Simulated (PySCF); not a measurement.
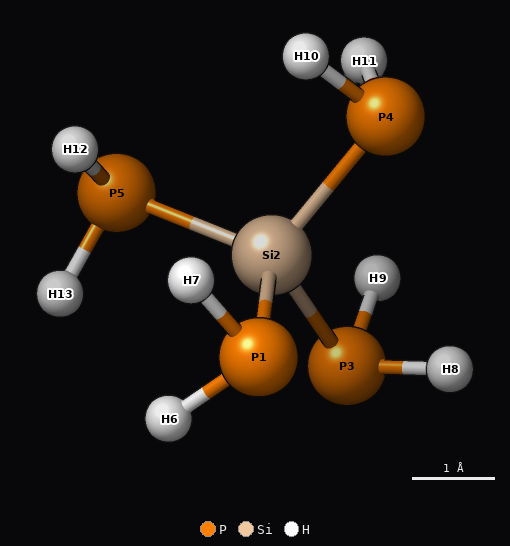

The input geometry of the first run (ball-and-stick view, seen at a tilt; atoms are numbered from 1 in the order of the input).

## SiP₄H₈: a changed input and its effect

System: SiP₄H₈.
Method of the first run: GIAO PBE0/pcSseg-1 NMR shielding, non-relativistic, IEF-PCM dimethylsulfoxide (PySCF 2.14.0).

The geometry comes from this level: PBE0-D3(BJ)/def2-SVP. Text and figures count atoms from 1; the logs count them from 0 in places.

Input, the first run:
```
{"job": {"kind": "nmr", "xc": "PBE0", "basis": "pcSseg-1", "solvent": "dimethylsulfoxide", "pop": false}, "charge": 0, "multiplicity": 1}
P     -0.665622    -0.801196     2.048220
Si     0.173413    -0.044957     0.080186
P      2.119581    -1.172254    -0.213959
P      0.564446     2.168119     0.378992
P     -1.018426    -0.419381    -1.813228
H     -1.078304    -2.053289     1.494531
H     -1.942888    -0.189178     1.847963
H      2.769202    -0.509418     0.873135
H      2.609367    -0.255863    -1.196261
H     -0.809821     2.546671     0.246223
H      0.848802     2.385341    -1.006194
H     -2.236131     0.093321    -1.267109
H     -1.326346    -1.775788    -1.480978
```

The first line tells a small driver script what to run in PySCF; the rest is the geometry in Å.

Command:
```bash
OMP_NUM_THREADS=1 python <driver script> task.json out
```

Hardware: 1 CPU thread, shared host.

Output (the first run):
```
coarse grid: 13080 points
cycle   1  E = -1658.9920665251  dE = -1.992e-02  |g| = 1.925e-01  |ddm| = 3.276e+00
cycle   2  E = -1658.9958921629  dE = -3.826e-03  |g| = 1.565e-01  |ddm| = 4.811e-01
cycle   3  E = -1659.0028275840  dE = -6.935e-03  |g| = 3.682e-02  |ddm| = 2.765e-01
cycle   4  E = -1659.0031852667  dE = -3.577e-04  |g| = 9.185e-03  |ddm| = 5.907e-02
cycle   5  E = -1659.0032156537  dE = -3.039e-05  |g| = 2.439e-03  |ddm| = 2.039e-02
cycle   6  E = -1659.0032173686  dE = -1.715e-06  |g| = 1.095e-04  |ddm| = 4.189e-03
final grid: 102608 points
cycle   7  E = -1659.0327704504  dE = -1.820e-05  |g| = 3.287e-03  |ddm| = 2.897e-02
cycle   8  E = -1659.0327711184  dE = -6.680e-07  |g| = 2.998e-03  |ddm| = 8.592e-03
cycle   9  E = -1659.0327732315  dE = -2.113e-06  |g| = 3.193e-04  |ddm| = 4.261e-03
cycle  10  E = -1659.0327732670  dE = -3.550e-08  |g| = 1.157e-04  |ddm| = 7.079e-04
cycle  11  E = -1659.0327732714  dE = -4.422e-09  |g| = 6.846e-06  |ddm| = 1.784e-04
cycle  12  E = -1659.0327732714  dE = -1.637e-11  |g| = 1.437e-06  |ddm| = 2.072e-05
converged SCF energy = -1659.0327732714

GIAO shielding tensors (ppm)
atom      isotropic    diamagn.    paramagn.     s11        s22        s33       span
  0 P      538.008     967.943    -429.935    494.514    548.377    571.133     76.618
  1 Si     339.172     881.783    -542.611    296.420    334.883    386.214     89.794
  2 P      566.812     967.612    -400.800    504.641    578.608    617.186    112.544
  3 P      550.836     968.023    -417.188    495.415    577.294    579.798     84.383
  4 P      524.455     968.344    -443.889    475.247    527.997    570.121     94.874
  5 H       28.894      29.979      -1.086     24.078     26.739     35.865     11.787
  6 H       28.819      30.155      -1.336     24.116     26.779     35.561     11.445
  7 H       29.105      29.350      -0.246     24.116     26.758     36.440     12.324
  8 H       29.084      29.598      -0.514     24.073     26.986     36.194     12.120
  9 H       28.806      30.154      -1.348     23.651     26.691     36.077     12.426
 10 H       28.994      30.008      -1.013     24.167     26.925     35.891     11.725
 11 H       28.734      30.466      -1.732     24.273     26.721     35.208     10.936
 12 H       28.652      30.176      -1.524     23.708     26.504     35.743     12.035
```

For the second run the input was changed thus:
```diff
-"solvent": "dimethylsulfoxide"
-"pop": false
+"solvent": "chloroform"
+"pop": true
```

How does the second run compare with the first run?

The total energy of the second run is 1.6 kcal/mol higher: the change of the electrostatic solvation energy at this fixed geometry, without cavity or dispersion terms. The LUMO goes from −0.41 to −0.47 eV. The dipole moment goes from 2.25 to 1.94 D. Of all shieldings, the largest change is that of P1 and P5, by −2.7 ppm. The number of SCF iterations is the same.

Output (the second run):
```
coarse grid: 13080 points
cycle   1  E = -1658.9888902549  dE = -1.692e-02  |g| = 1.961e-01  |ddm| = 3.278e+00
cycle   2  E = -1658.9921480868  dE = -3.258e-03  |g| = 1.669e-01  |ddm| = 5.059e-01
cycle   3  E = -1659.0002015398  dE = -8.053e-03  |g| = 3.864e-02  |ddm| = 2.977e-01
cycle   4  E = -1659.0005969244  dE = -3.954e-04  |g| = 1.080e-02  |ddm| = 6.570e-02
cycle   5  E = -1659.0006385415  dE = -4.162e-05  |g| = 2.393e-03  |ddm| = 2.250e-02
cycle   6  E = -1659.0006401496  dE = -1.608e-06  |g| = 1.660e-04  |ddm| = 3.777e-03
final grid: 102608 points
cycle   7  E = -1659.0301889504  dE = -1.818e-05  |g| = 3.313e-03  |ddm| = 2.925e-02
cycle   8  E = -1659.0301895092  dE = -5.588e-07  |g| = 3.079e-03  |ddm| = 8.835e-03
cycle   9  E = -1659.0301917754  dE = -2.266e-06  |g| = 3.585e-04  |ddm| = 4.480e-03
cycle  10  E = -1659.0301918206  dE = -4.516e-08  |g| = 1.192e-04  |ddm| = 7.767e-04
cycle  11  E = -1659.0301918252  dE = -4.652e-09  |g| = 8.268e-06  |ddm| = 1.849e-04
cycle  12  E = -1659.0301918252  dE = -1.592e-11  |g| = 2.330e-06  |ddm| = 2.189e-05
converged SCF energy = -1659.0301918252

GIAO shielding tensors (ppm)
atom      isotropic    diamagn.    paramagn.     s11        s22        s33       span
  0 P      535.283     967.709    -432.426    491.887    545.723    568.239     76.353
  1 Si     340.717     881.722    -541.005    298.660    337.024    386.468     87.808
  2 P      566.684     967.404    -400.719    504.495    577.814    617.743    113.248
  3 P      550.202     967.802    -417.599    494.834    577.694    578.078     83.244
  4 P      521.772     968.173    -446.401    472.632    525.355    567.328     94.696
  5 H       28.979      29.968      -0.989     24.242     26.842     35.854     11.612
  6 H       28.964      30.178      -1.214     24.345     26.968     35.579     11.234
  7 H       29.114      29.274      -0.160     24.145     26.760     36.436     12.291
  8 H       29.173      29.579      -0.406     24.189     27.096     36.234     12.046
  9 H       28.943      30.173      -1.230     23.826     26.865     36.137     12.312
 10 H       29.073      29.979      -0.906     24.316     27.005     35.898     11.582
 11 H       28.891      30.523      -1.632     24.533     26.903     35.238     10.705
 12 H       28.717      30.183      -1.466     23.834     26.579     35.739     11.904
```

The two runs side by side:

```tsv
quantity	the first run	the second run
outcome	converged	converged
total energy (hartree)	−1659.032773	−1659.030192
HOMO (eV)	−7.03	−7.06
LUMO (eV)	−0.41	−0.47
dipole moment (D)	2.25	1.94
shielding of P1 (ppm)	538.0	535.3
shielding of Si2 (ppm)	339.2	340.7
shielding of P4 (ppm)	550.8	550.2
shielding of P5 (ppm)	524.5	521.8
shielding of H7 (ppm)	28.8	29.0
shielding of H10 (ppm)	28.8	28.9
shielding of H12 (ppm)	28.7	28.9
SCF iterations	12	12
basis functions	160	160
wall time (shared host)	26 s	30 s
```
